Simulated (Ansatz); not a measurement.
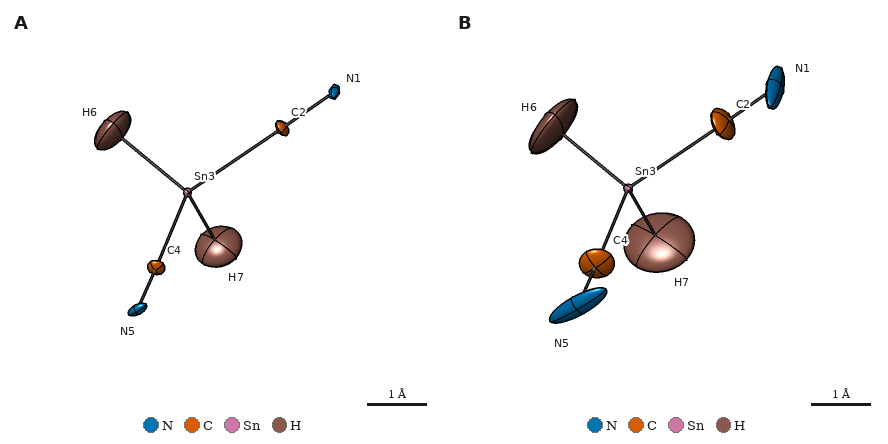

Displacement ellipsoids at the 50 % level, scaled by 1.5, from the internal vibrations of the free molecule (harmonic, no overall translation or rotation; no half-axis is drawn under 0.075 Å). Vibrations computed with RKS PBE0-D4/def2-TZVP, core potentials on Sn (Ansatz 0.2.0). One panel is for 0 K (zero-point motion alone), the other for 600 K.

**Which panel is for 600 K?**

B.

**How much does the mean-square displacement of N1 grow, and why?**

U_eq goes from 0.0035 to 0.0280 Å², a factor of 8.0. Modes below kT (417 cm⁻¹ at 600 K) grow about in proportion to T, and the lowest lies at 76 cm⁻¹; the mean-square amplitude of a mode is its zero-point value times coth(ħω/2kT), which comes close to 1 only above about 3kT.
